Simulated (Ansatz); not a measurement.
# H20Si14 (Si14H20 off sphere): what the fields show

```json
{"atom": "Si", "x (Å)": "0.6772", "y (Å)": "-3.4023", "z (Å)": "0.6775"}
{"atom": "Si", "x (Å)": "-2.0387", "y (Å)": "2.0414", "z (Å)": "-2.0366"}
{"atom": "Si", "x (Å)": "0.6722", "y (Å)": "-0.6777", "z (Å)": "-2.0372"}
{"atom": "Si", "x (Å)": "-2.0389", "y (Å)": "-0.6759", "z (Å)": "0.6779"}
{"atom": "Si", "x (Å)": "0.6815", "y (Å)": "-0.6832", "z (Å)": "3.3993"}
{"atom": "Si", "x (Å)": "0.6764", "y (Å)": "2.0355", "z (Å)": "0.6778"}
{"atom": "Si", "x (Å)": "3.4007", "y (Å)": "-0.6803", "z (Å)": "0.6765"}
{"atom": "Si", "x (Å)": "-3.4007", "y (Å)": "0.6834", "z (Å)": "-0.6759"}
{"atom": "Si", "x (Å)": "-0.6803", "y (Å)": "-2.0381", "z (Å)": "-0.6757"}
{"atom": "Si", "x (Å)": "2.0399", "y (Å)": "-2.0416", "z (Å)": "2.0351"}
{"atom": "Si", "x (Å)": "-0.6799", "y (Å)": "0.6824", "z (Å)": "-3.3997"}
{"atom": "Si", "x (Å)": "-0.6755", "y (Å)": "3.4015", "z (Å)": "-0.6791"}
{"atom": "Si", "x (Å)": "2.0349", "y (Å)": "0.6745", "z (Å)": "-0.6774"}
{"atom": "Si", "x (Å)": "-0.6756", "y (Å)": "0.6742", "z (Å)": "2.0390"}
{"atom": "H", "x (Å)": "1.5378", "y (Å)": "-4.2866", "z (Å)": "-0.1916"}
{"atom": "H", "x (Å)": "-0.1886", "y (Å)": "-4.2851", "z (Å)": "1.5429"}
{"atom": "H", "x (Å)": "-2.9111", "y (Å)": "2.9148", "z (Å)": "-2.9084"}
{"atom": "H", "x (Å)": "1.5523", "y (Å)": "-1.5588", "z (Å)": "-2.8939"}
{"atom": "H", "x (Å)": "-2.8966", "y (Å)": "-1.5556", "z (Å)": "1.5584"}
{"atom": "H", "x (Å)": "-0.1846", "y (Å)": "-1.5475", "z (Å)": "4.2829"}
{"atom": "H", "x (Å)": "1.5455", "y (Å)": "0.1831", "z (Å)": "4.2830"}
{"atom": "H", "x (Å)": "1.5595", "y (Å)": "2.8897", "z (Å)": "1.5583"}
{"atom": "H", "x (Å)": "4.2861", "y (Å)": "-1.5414", "z (Å)": "-0.1908"}
{"atom": "H", "x (Å)": "4.2823", "y (Å)": "0.1877", "z (Å)": "1.5409"}
{"atom": "H", "x (Å)": "-4.2877", "y (Å)": "-0.1811", "z (Å)": "-1.5384"}
{"atom": "H", "x (Å)": "-4.2810", "y (Å)": "1.5481", "z (Å)": "0.1931"}
{"atom": "H", "x (Å)": "-1.5624", "y (Å)": "-2.8935", "z (Å)": "-1.5560"}
{"atom": "H", "x (Å)": "2.9128", "y (Å)": "-2.9149", "z (Å)": "2.9064"}
{"atom": "H", "x (Å)": "-1.5426", "y (Å)": "-0.1800", "z (Å)": "-4.2884"}
{"atom": "H", "x (Å)": "0.1910", "y (Å)": "1.5469", "z (Å)": "-4.2783"}
{"atom": "H", "x (Å)": "0.1957", "y (Å)": "4.2790", "z (Å)": "-1.5445"}
{"atom": "H", "x (Å)": "-1.5353", "y (Å)": "4.2910", "z (Å)": "0.1854"}
{"atom": "H", "x (Å)": "2.8889", "y (Å)": "1.5560", "z (Å)": "-1.5597"}
{"atom": "H", "x (Å)": "-1.5551", "y (Å)": "1.5545", "z (Å)": "2.8972"}
```

Geometry: PBE-D4/def2-SVP.

Level of theory: Ansatz 0.2.0, RKS PBE0-D4/def2-TZVP.

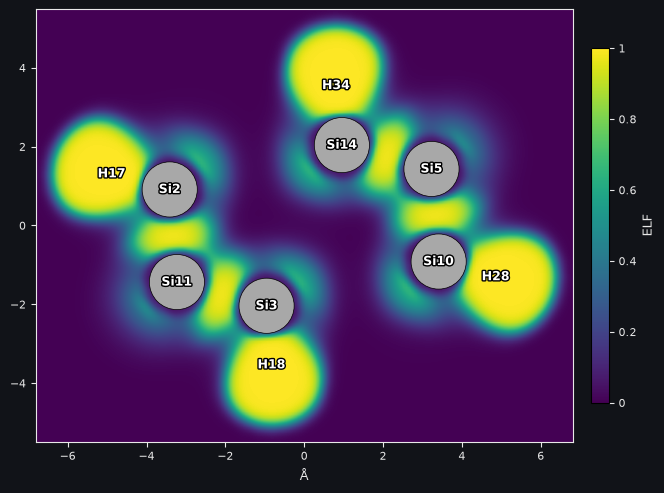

Figure 1. ELF on the plane of atoms Si5, Si14 and H34. Grey discs cover the atomic cores.

Interpret the plot.

Answer. Atoms in the plane: Si and H.
Si–Si (2.36 Å): the ELF peaks at about 1 between the atoms: localised, covalent bonding.
Si–H (1.51 Å): the ELF climbs to about 1 towards the hydrogen, as it does in any bond to H.

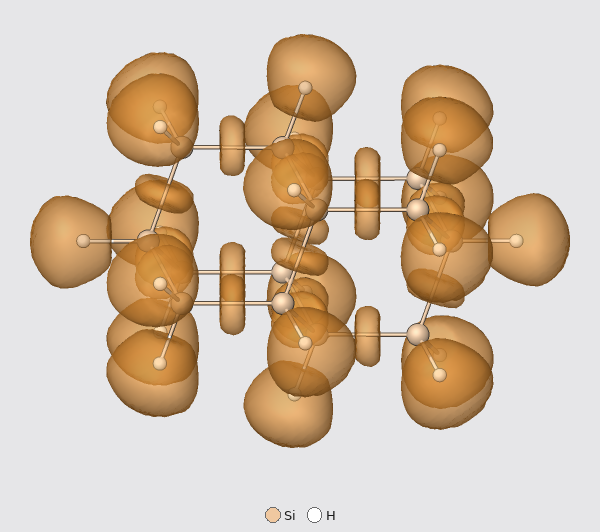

Figure 2. Isosurface of the ELF at 0.85 (orange), seen from one side. Core shells and regions of very low density are left out.

What do the ELF domains correspond to?

Answer. The ELF exceeds this value in 18 regions between bonded Si–Si atoms (shared pairs) and 20 regions around hydrogen nuclei. Profiles from the grid: Si–Si (2.35 Å): the ELF peaks at about 1 between the atoms: localised, covalent bonding.

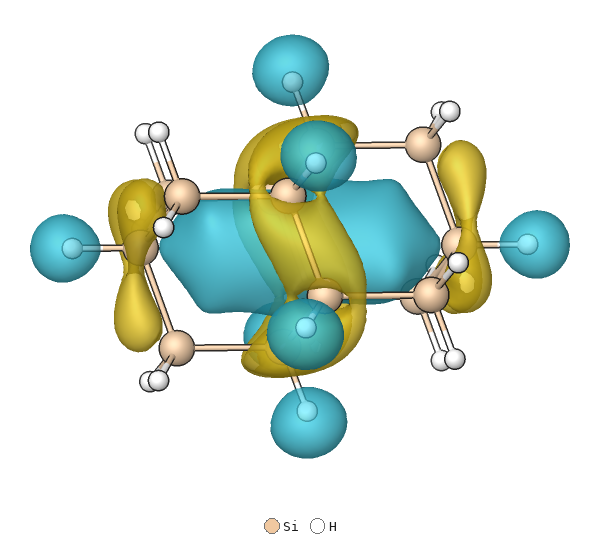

Figure 3. One frontier orbital at ±0.06 Å⁻³ᐟ² (yellow and cyan are the two phases), seen across its widest extent.

Which orbital is it: HOMO or LUMO?

Answer. The LUMO, at −1.35 eV. Its weight (Hirshfeld) is mainly on Si4 (about 10 %), Si3 (about 10 %), Si6 (about 10 %), Si9 (about 10 %), Si13 (about 10 %) and Si14 (about 10 %); it is gerade (even under inversion).
